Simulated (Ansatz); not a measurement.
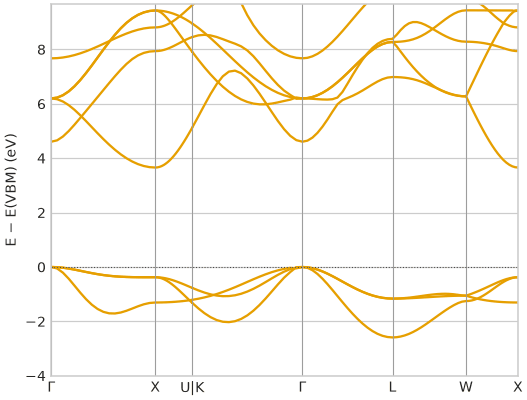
Band structure from PBE in the plane-wave PAW code Ansatz

Q: Read off the gap and where the band edges lie.

A: About 3.7 eV (3.66 eV by a search for the band edges); maximum at Γ, minimum at X.

The material is CaO (rock salt, Fm-3m).

The PBE relaxation kept the symmetry of its start; phonons on a q-mesh show no instability.

Potentials: the later of the program's two PAW sets.
